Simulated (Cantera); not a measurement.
Input: 1 mol SF6, 0.026 mol SO2, 0.46 mol H2, held at 63000 Pa.

Method: chemical equilibrium by Gibbs-energy minimisation in Cantera with the NASA 1993 tables (ideal gas, pure condensed phases). Candidate condensed phases: H2O, H2SO4, S; 43 gas species. The tables' values for SOF2, SF3, SF5 are old estimates; treat these amounts as uncertain. Equilibrium is a limit: real reactors are often held back by kinetics, nucleation or transport.

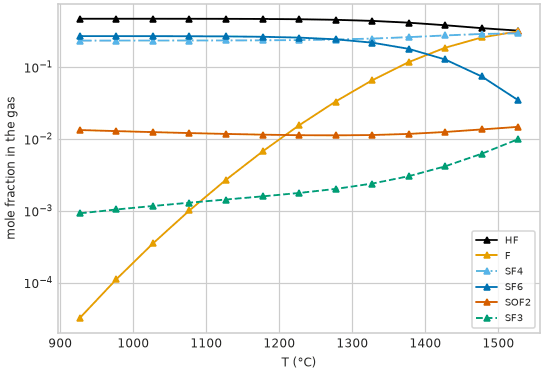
Equilibrium gas composition (values under 1e-9 drawn at 1e-9)

Problem. Read off the mole fractions at 1477 °C.

Solution. HF about 0.35, SF4 about 0.29, F about 0.26, SF6 about 0.075, SOF2 about 0.014, SF3 about 0.0062.
